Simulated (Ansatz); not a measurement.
C2H6BF2N: geometry relaxation (part 2 of 2)

Continued. System: C2H6BF2N, SMILES CN(C)B(F)F. Method: RKS PBE-D4/def2-SVP (Ansatz 0.2.0). The geometry: force-field start.

Geometry of the input (Å):
```
C  -0.4310  -0.8007  -1.0156
N  0.3318  0.2501  -0.3374
C  0.9755  -0.3443  0.8107
B  -0.4799  1.4303  0.1163
F  -0.2988  2.7440  -0.3958
F  -1.6438  1.2117  1.0434
H  0.1962  -1.5777  -1.3907
H  -0.9346  -0.2925  -1.9257
H  -1.2531  -1.1698  -0.3139
H  1.6447  0.4123  1.3604
H  1.6740  -1.1623  0.5119
H  0.2960  -0.7562  1.5703
```

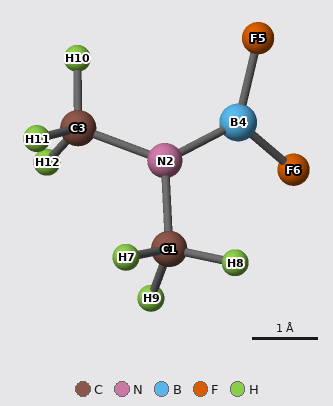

Fig. 1: The geometry at step 11 of the log (ball-and-stick view, seen at a tilt; atoms are numbered from 1 in the order of the input).

**Trajectory as extended XYZ, continued**
```
12
Properties=species:S:1:pos:R:3:forces:R:3 step=5 energy=-9757.15413
C    -0.4933   -0.7567   -1.0130    0.0823  -0.0423   0.0776
N     0.2724    0.2368   -0.2600   -0.0900  -0.1084  -0.0178
C     1.0026   -0.3345    0.8674    0.0494  -0.0534   0.0110
B    -0.5018    1.4084    0.0876   -0.0972   0.0989   0.0702
F    -0.2151    2.6259   -0.3797   -0.0065  -0.0541   0.0340
F    -1.5651    1.3426    0.9076    0.0529   0.0700  -0.0772
H     0.1931   -1.5157   -1.4491   -0.0055   0.0189   0.0069
H    -1.0279   -0.2794   -1.8586    0.0051   0.0368  -0.0187
H    -1.2504   -1.3049   -0.3942    0.0293   0.0077  -0.0168
H     1.5587    0.4552    1.4153   -0.0220  -0.0007  -0.0402
H     1.7574   -1.0676    0.5047   -0.0279   0.0174   0.0001
H     0.3463   -0.8652    1.6059    0.0302   0.0094  -0.0292
12
Properties=species:S:1:pos:R:3:forces:R:3 step=6 energy=-9757.15917
C    -0.4930   -0.7615   -1.0091    0.0408  -0.0015   0.0291
N     0.2556    0.2339   -0.2463   -0.1061  -0.0350   0.0215
C     1.0032   -0.3395    0.8675    0.0412   0.0080  -0.0013
B    -0.5116    1.4164    0.0917   -0.0394   0.0172   0.0486
F    -0.2051    2.6287   -0.3740    0.0508  -0.0063  -0.0069
F    -1.5865    1.3769    0.8963    0.0242  -0.0172  -0.0492
H     0.2057   -1.5097   -1.4439   -0.0007   0.0110  -0.0010
H    -1.0235   -0.2825   -1.8572   -0.0036   0.0070   0.0000
H    -1.2478   -1.3230   -0.4008    0.0048   0.0013  -0.0089
H     1.5660    0.4509    1.4068   -0.0163  -0.0062  -0.0145
H     1.7526   -1.0697    0.4895   -0.0085   0.0116  -0.0054
H     0.3614   -0.8760    1.6134    0.0129   0.0101  -0.0118
12
Properties=species:S:1:pos:R:3:forces:R:3 step=7 energy=-9757.16598
C    -0.4981   -0.7700   -1.0026   -0.0089  -0.0055   0.0111
N     0.2270    0.2259   -0.2246   -0.0991   0.0391   0.0611
C     1.0065   -0.3426    0.8685    0.0194   0.0434  -0.0547
B    -0.5229    1.4255    0.0980    0.0382  -0.0493  -0.0209
F    -0.1629    2.6304   -0.3498    0.0725   0.0145   0.0273
F    -1.6297    1.4185    0.8570   -0.0123  -0.0631  -0.0502
H     0.2178   -1.4989   -1.4433   -0.0063   0.0117  -0.0004
H    -1.0302   -0.2884   -1.8489   -0.0087  -0.0099   0.0155
H    -1.2465   -1.3556   -0.4100   -0.0056   0.0004  -0.0005
H     1.5711    0.4531    1.3964   -0.0025   0.0037   0.0123
H     1.7548   -1.0612    0.4675    0.0097   0.0037   0.0036
H     0.3901   -0.8919    1.6258    0.0036   0.0114  -0.0041
12
Properties=species:S:1:pos:R:3:forces:R:3 step=8 energy=-9757.19920
C    -0.5161   -0.7909   -0.9841   -0.1308  -0.1148  -0.0091
N     0.1664    0.2078   -0.1826   -0.1461   0.1740   0.2109
C     1.0190   -0.3428    0.8652    0.0150   0.0650  -0.1488
B    -0.5443    1.4412    0.1057    0.0449   0.1727  -0.0384
F    -0.0326    2.6392   -0.2475   -0.1973  -0.4388   0.3482
F    -1.7499    1.4889    0.7202    0.4249  -0.0405  -0.4171
H     0.2320   -1.4793   -1.4437   -0.0596   0.0609   0.0383
H    -1.0611   -0.3063   -1.8212   -0.0198  -0.0402   0.0397
H    -1.2453   -1.4266   -0.4164    0.0379   0.0419  -0.0161
H     1.5802    0.4680    1.3708    0.0094   0.0256   0.0410
H     1.7707   -1.0339    0.4200   -0.0102   0.0279   0.0287
H     0.4578   -0.9204    1.6473    0.0315   0.0665  -0.0774
12
Properties=species:S:1:pos:R:3:forces:R:3 step=9 energy=-9757.28136
C    -0.5365   -0.8052   -0.9642   -0.1177  -0.2252  -0.0019
N     0.1345    0.1990   -0.1609   -0.3111   0.2377   0.2632
C     1.0349   -0.3355    0.8545    0.0800   0.0143  -0.1578
B    -0.5523    1.4483    0.1023   -0.0758   0.2747   0.0697
F     0.0689    2.6366   -0.1055   -0.3864  -0.6369   0.4274
F    -1.8402    1.5255    0.5512    0.8669  -0.0500  -0.6139
H     0.2249   -1.4707   -1.4411   -0.1056   0.0982   0.0725
H    -1.0997   -0.3253   -1.7909   -0.0368  -0.0315   0.0534
H    -1.2441   -1.4692   -0.3991    0.0769   0.0957  -0.0190
H     1.5897    0.4835    1.3533   -0.0063   0.0393   0.0175
H     1.7902   -1.0098    0.3860   -0.0389   0.0640   0.0391
H     0.5069   -0.9322    1.6485    0.0548   0.1197  -0.1500
12
Properties=species:S:1:pos:R:3:forces:R:3 step=10 energy=-9757.42375
C    -0.5593   -0.8184   -0.9454   -0.0485  -0.1365   0.0252
N     0.1152    0.1927   -0.1498   -0.3250   0.2542   0.2157
C     1.0539   -0.3223    0.8361    0.0956  -0.0285  -0.0746
B    -0.5451    1.4463    0.1052   -0.2885   0.3330  -0.0644
F     0.1344    2.6217    0.0616   -0.4267  -0.6911   0.4084
F    -1.8875    1.5335    0.3621    1.0084   0.0102  -0.5126
H     0.2055   -1.4704   -1.4311   -0.0907   0.0470   0.0580
H    -1.1370   -0.3435   -1.7642   -0.0459  -0.0224   0.0792
H    -1.2497   -1.4871   -0.3699    0.0571   0.0685   0.0050
H     1.5977    0.5050    1.3351   -0.0171   0.0277  -0.0427
H     1.8092   -0.9898    0.3611   -0.0041   0.0692   0.0023
H     0.5397   -0.9228    1.6332    0.0853   0.0687  -0.0994
12
Properties=species:S:1:pos:R:3:forces:R:3 step=11 energy=-9757.56039
C    -0.5742   -0.8284   -0.9162   -0.1025  -0.0031   0.0429
N     0.0745    0.1866   -0.1020   -0.0871   0.1314   0.2060
C     1.0741   -0.3195    0.8289    0.0744  -0.0181  -0.0503
B    -0.5608    1.4525    0.0941   -0.3245   0.3332  -0.0135
F     0.1489    2.6062    0.1800   -0.3823  -0.6342   0.3258
F    -1.9224    1.5710    0.1688    0.9829  -0.0058  -0.3994
H     0.1956   -1.4687   -1.4074   -0.0451   0.0574   0.0965
H    -1.1417   -0.3381   -1.7294   -0.1385  -0.0593   0.0132
H    -1.2677   -1.5018   -0.3539    0.0574   0.0328   0.0032
H     1.6346    0.4938    1.3354   -0.1238   0.0746  -0.1433
H     1.8153   -0.9650    0.3049   -0.0004   0.0553   0.0137
H     0.6007   -0.9437    1.6307    0.0894   0.0356  -0.0949
12
Properties=species:S:1:pos:R:3:forces:R:3 step=12 energy=-9757.72311
C    -0.5985   -0.8338   -0.8977    0.0427  -0.0948   0.0132
N     0.0553    0.1762   -0.0814   -0.2694   0.0979  -0.0300
C     1.0858   -0.3151    0.8150    0.0830   0.1139   0.0126
B    -0.5527    1.4492    0.0790   -0.2348   0.4528   0.2317
F     0.1737    2.5645    0.3580   -0.4445  -0.6539   0.1002
F    -1.9055    1.6034   -0.0229    0.8927   0.0332  -0.3100
H     0.1817   -1.4607   -1.3860   -0.0710  -0.0066  -0.0058
H    -1.1896   -0.3584   -1.7044   -0.0569  -0.0134   0.0814
H    -1.2685   -1.5196   -0.3278    0.0041   0.0098   0.0521
H     1.6171    0.5289    1.2999   -0.0402  -0.0204  -0.0569
H     1.8351   -0.9395    0.2794    0.0128   0.0574  -0.0339
H     0.6432   -0.9502    1.6228    0.0816   0.0243  -0.0544
12
Properties=species:S:1:pos:R:3:forces:R:3 step=13 energy=-9757.85240
C    -0.6218   -0.8493   -0.8777    0.0595  -0.0754  -0.0608
N     0.0452    0.1630   -0.0749   -0.3078   0.2556   0.1079
C     1.0959   -0.3044    0.8126    0.0639  -0.0548  -0.0325
B    -0.5372    1.4501    0.0644   -0.1545   0.2105   0.0689
F     0.1831    2.5210    0.4777   -0.3421  -0.4772   0.0408
F    -1.8539    1.6550   -0.2091    0.7133   0.0170  -0.1454
H     0.1377   -1.4521   -1.4245   -0.0255  -0.0214   0.0386
H    -1.2642   -0.3697   -1.6414   -0.0429  -0.0011   0.0950
H    -1.2534   -1.5570   -0.2895    0.0542   0.0390   0.0636
H     1.5785    0.5443    1.3342   -0.0478   0.0459  -0.0731
H     1.8867   -0.8686    0.2675   -0.0383   0.0429  -0.0342
H     0.6804   -0.9874    1.5947    0.0680   0.0191  -0.0688
12
Properties=species:S:1:pos:R:3:forces:R:3 step=14 energy=-9757.95327
C    -0.6341   -0.8630   -0.8549   -0.0750   0.0627  -0.0494
N     0.0181    0.1589   -0.0523   -0.0439  -0.1912   0.0794
C     1.0978   -0.3030    0.8040   -0.0046   0.0920   0.0349
B    -0.5274    1.4539    0.0514   -0.2601   0.3163   0.0327
F     0.1667    2.4781    0.5962   -0.2478  -0.3118  -0.0206
F    -1.7855    1.7151   -0.3871    0.5702   0.0092  -0.0219
H     0.1209   -1.4367   -1.4364    0.0006  -0.0185   0.0291
H    -1.3178   -0.3791   -1.5775   -0.0509  -0.0573   0.0304
H    -1.2284   -1.5924   -0.2531    0.0903   0.0490   0.0337
H     1.5477    0.5551    1.3379    0.0174   0.0025  -0.0315
H     1.8998   -0.8226    0.2333   -0.0319   0.0389  -0.0588
H     0.7191   -1.0193    1.5725    0.0356   0.0081  -0.0582
12
Properties=species:S:1:pos:R:3:forces:R:3 step=15 energy=-9758.01928
C    -0.6499   -0.8713   -0.8361    0.0181  -0.0297   0.0027
N    -0.0119    0.1514   -0.0273   -0.0564  -0.0377   0.0344
C     1.0908   -0.2959    0.8029   -0.0024  -0.0446  -0.0092
B    -0.5205    1.4642    0.0402   -0.0323  -0.0538  -0.0236
F     0.1464    2.4312    0.6978   -0.1777  -0.0258  -0.0147
F    -1.6913    1.7796   -0.5514    0.2543   0.0962   0.0272
H     0.1035   -1.4036   -1.4592   -0.0035   0.0031   0.0007
H    -1.3878   -0.4056   -1.5131   -0.0578  -0.0200   0.0091
H    -1.1729   -1.6407   -0.2203    0.0270   0.0363   0.0149
H     1.5274    0.5607    1.3458    0.0207   0.0300   0.0105
H     1.8934   -0.7782    0.2006   -0.0060   0.0306  -0.0364
H     0.7498   -1.0469    1.5540    0.0160   0.0155  -0.0157
12
Properties=species:S:1:pos:R:3:forces:R:3 step=16 energy=-9758.04343
C    -0.6660   -0.8848   -0.8140   -0.0554  -0.0122  -0.0125
N    -0.0367    0.1386   -0.0013   -0.0029  -0.0217   0.0083
C     1.0901   -0.3005    0.8000    0.0539   0.1233   0.0328
B    -0.5071    1.4634    0.0264   -0.0440   0.2295  -0.0037
F     0.0848    2.4157    0.7679    0.1252  -0.0733   0.1013
F    -1.5723    1.8578   -0.6918   -0.0647  -0.1334  -0.1036
H     0.0794   -1.3779   -1.4771   -0.0028  -0.0175  -0.0172
H    -1.4505   -0.4325   -1.4493    0.0034  -0.0228   0.0276
H    -1.1364   -1.6806   -0.1887    0.0396   0.0364  -0.0235
H     1.4996    0.5536    1.3746   -0.0130  -0.0568  -0.0561
H     1.9034   -0.7195    0.1622   -0.0379   0.0110   0.0347
H     0.7888   -1.0883    1.5251   -0.0013  -0.0624   0.0119
12
Properties=species:S:1:pos:R:3:forces:R:3 step=17 energy=-9758.04902
C    -0.6678   -0.8839   -0.8124   -0.0011  -0.0018  -0.0014
N    -0.0406    0.1409    0.0010    0.0017  -0.0042   0.0015
C     1.0837   -0.2982    0.8063   -0.0057   0.0025  -0.0019
B    -0.5000    1.4717    0.0169    0.0010  -0.0024  -0.0014
F     0.0937    2.4069    0.7787    0.0061   0.0063   0.0079
F    -1.5496    1.8579   -0.7292   -0.0056   0.0009  -0.0103
H     0.0648   -1.3480   -1.5113   -0.0048   0.0016  -0.0016
H    -1.4879   -0.4444   -1.4091   -0.0011  -0.0028   0.0051
H    -1.0909   -1.7010   -0.1839    0.0078   0.0019  -0.0022
H     1.4906    0.5526    1.3823    0.0032  -0.0041   0.0024
H     1.8989   -0.7142    0.1709   -0.0041   0.0017   0.0039
H     0.7821   -1.0954    1.5237    0.0027   0.0004  -0.0018
```

**Summary**

```tsv
quantity	value
outcome	converged
total energy	−9758.0491 eV
mean-field energy	−9757.8323 eV
dispersion energy	−0.2167 eV
SCF solution under orbital rotations	stable
largest force (length of the vector) at the end	0.012 eV/Å
dipole moment	2.50 D
hardware	4 threads of Arm Neoverse V1, 23 GiB of memory available, shared host
wall time	25 s (CPU time 90 s)
peak memory	0.16 GiB
```
